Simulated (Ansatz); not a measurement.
# B2 (SMILES B#B) at UCCSD(T)/6-31G

Aim: the energy change on altering one bond length of B2 at UCCSD(T)/6-31G, from 2 runs. 

The calculation is run with Ansatz 0.2.0.

45 further runs of the same task are left out: 2 that didn't finish, 43 set aside as unsound or not needed.

**1. The system as given**

B2: 2 atoms, total charge 0, spin state triplet. As SMILES, `B#B`. Geometry: relaxed at GFN2-xTB.

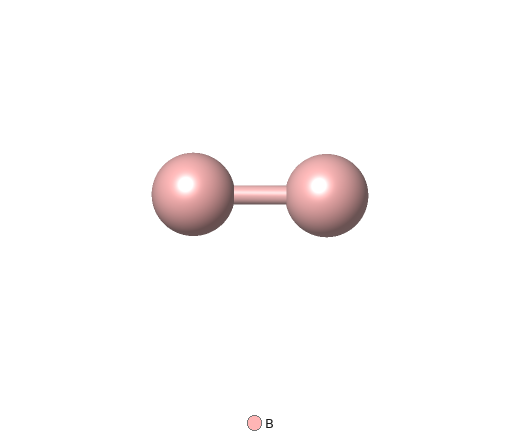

The structure, seen from a chosen angle (boron pink).

**2. A single-point energy at UCCSD(T)/6-31G**

run.yaml reads:

```yaml
crystal:
  periodic: [false, false, false]
  atoms:
    - {symbol: B, position_ang: [0.000000, 0.000000, 0.000000]}
    - {symbol: B, position_ang: [0.000000, 0.000000, 1.405120]}
basis:
  gaussian: {orbitals: 6-31G}
total_charge: 0
magnetization: {spin_polarized: true, initial_magnetization: 2}
correlation: {method: ccsd_t, frozen_orbitals: {B: 1}}
accuracy: high
scf: {omitted_lower_state_checks: [cluster_reference, increment]}
```

Run with:

```bash
ansatz run run.yaml --threads 1 --pin off --max-ram 2610MiB --events-out events.jsonl --progress --plain --runs-dir runs
```

What it wrote, cut to the lines that bear on the results:

```text
Warning: RAYON_NUM_THREADS=1 ignored (pool sized by the plan → 1); use --threads N
Functional definition: HF
  name "HF"
[...]
404 factors; integrals over basis functions are off by at most 2.5e-9 eV
[...]
mean field -1336.31360148 eV, -49.1086190686 hartree, gradient 1.2e-8 eV, S^2 2.940182; 20 other end points of the search recorded, 0 dependent functions left out
2 core orbitals not correlated: weight in the atoms' cores, before any rotation towards them, 1.000 or more for the frozen orbitals, at most 0.000 for the correlated occupied ones
reference -1336.31360148 eV, -49.1086190686 hartree; 4, 2 occupied and 12, 14 virtual orbitals, 404 factors
second order -1.27713868 eV of doubles, -0.00000000 eV of singles
cycle   1  -1.60104051 eV  change   -3.2e-1 eV  update   6.6e-2
[...]
cycle  40  -2.11294726 eV  change  -2.6e-10 eV  update  3.6e-10
perturbative correction -0.15121618 eV, -0.0055570922 hartree
Total energy: -1338.57776493 eV, -49.1918255404 hartree
Checks for a lower state left out: cluster_reference, increment
```

Wall time 0.92 s (1 thread of Arm Neoverse N1, shared host).

**3. The distorted shape at the same level**

run.yaml reads:

```yaml
crystal:
  periodic: [false, false, false]
  atoms:
    - {symbol: B, position_ang: [0.000000, 0.000000, -0.351280]}
    - {symbol: B, position_ang: [0.000000, 0.000000, 1.405120]}
basis:
  gaussian: {orbitals: 6-31G}
magnetization: {spin_polarized: true, initial_magnetization: 2}
correlation: {method: ccsd_t, frozen_orbitals: {B: 1}}
accuracy: high
scf: {omitted_lower_state_checks: [cluster_reference, increment]}
```

Run with:

```bash
ansatz run run.yaml --threads 1 --pin off --max-ram 2610MiB --events-out events.jsonl --progress --plain --runs-dir runs
```

What it wrote:

```text
Warning: RAYON_NUM_THREADS=1 ignored (pool sized by the plan → 1); use --threads N
[... 21 lines left out ...]
2 core orbitals not correlated: weight in the atoms' cores, before any rotation towards them, 1.000 or more for the frozen orbitals, at most 0.000 for the correlated occupied ones
[... 63 lines left out ...]
Total energy: -1338.99692823 eV, -49.2072295077 hartree
Checks for a lower state left out: cluster_reference, increment
```

It took 1.1 s on 1 thread of Arm Neoverse N1, shared host.

**4. Summary of results**

Level: UCCSD(T)/6-31G, 2 core orbitals frozen.

```
                                                         quantity         value
                                        first shape: total energy  -49.19183 Eh
         first shape: correlation energy (2 core orbitals frozen)     -83.2 mEh
                                      first shape: (T) correction     -5.56 mEh
                   first shape: ⟨S²⟩ of the reference determinant         2.940
                                       first shape: T1 diagnostic         0.036
                                    distorted shape: total energy  -49.20723 Eh
     distorted shape: correlation energy (2 core orbitals frozen)    -101.6 mEh
                                  distorted shape: (T) correction     -9.70 mEh
               distorted shape: ⟨S²⟩ of the reference determinant         2.702
                                   distorted shape: T1 diagnostic         0.210
energy change with the B1–B2 bond stretched from 1.405 to 1.756 Å     -0.419 eV
```

In words: With the B1–B2 bond stretched from 1.405 to 1.756 Å the energy falls by 0.42 eV (9.7 kcal/mol). The first shape isn't relaxed at this level, so the change isn't measured from a minimum. ⟨S²⟩ (first shape) is 2.94 where a pure triplet has 2.00: the reference is spin-contaminated. The triples (first shape) make up 6.7 % of the correlation energy. ⟨S²⟩ (distorted shape) is 2.70 where a pure triplet has 2.00: the reference is spin-contaminated. The T1 diagnostic (distorted shape) of 0.210 is above the customary mark for such species, so a single reference may not serve. The triples (distorted shape) make up 9.6 % of the correlation energy.
